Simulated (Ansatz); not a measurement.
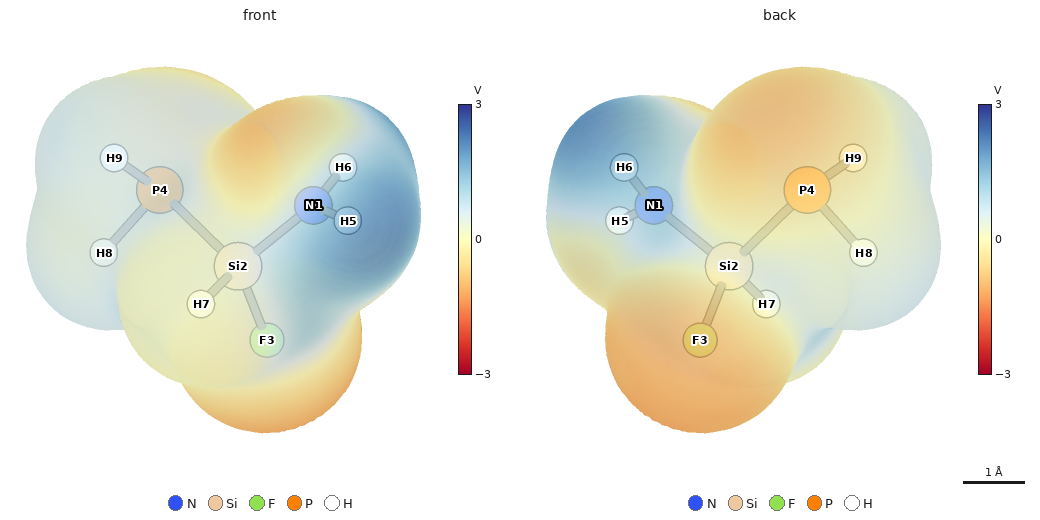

Figure 1: FH$_{5}$NPSi. The molecular electrostatic potential painted on the density surface at 0.002 e/bohr³, seen from the front and from behind; red is negative and blue positive.

Computed with Ansatz, RKS r2SCAN/def2-mTZVP.

Input file:

```
crystal:
  periodic: [false, false, false]
  atoms:
    - { symbol: "N", position_ang: [0.0722, 1.3456, -0.8406] }
    - { symbol: Si, position_ang: [0.669, -0.0236, -0.1846] }
    - { symbol: F, position_ang: [-0.58123, -0.77366, 0.45031] }
    - { symbol: P, position_ang: [2.00414, 0.56366, 1.36157] }
    - { symbol: H, position_ang: [-0.3817, 1.1339, -1.7673] }
    - { symbol: H, position_ang: [-0.7487, 1.7182, -0.2733] }
    - { symbol: H, position_ang: [1.36177, -0.83034, -1.24246] }
    - { symbol: H, position_ang: [2.45748, -0.69089, 1.75167] }
    - { symbol: H, position_ang: [3.18511, 0.89609, 0.56154] }
basis:
  gaussian: { orbitals: def2-mTZVP }
hamiltonian:
  xc: r2scan
relax:
  f_tol: 0.015
  max_steps: 40
output:
  orbitals: {}
```

Launched as:

```sh
ansatz run input.yaml --threads 2 --pin off --max-ram 3072MiB --backend cpu --events-out ev --progress --plain --runs-dir out
```

The fields are those of the relaxed geometry.

Where is the surface potential most negative and most positive?

Answer. The most negative region (about −1.1 V) lies over F3, the most positive (about +2.2 V) over H5 and H6.
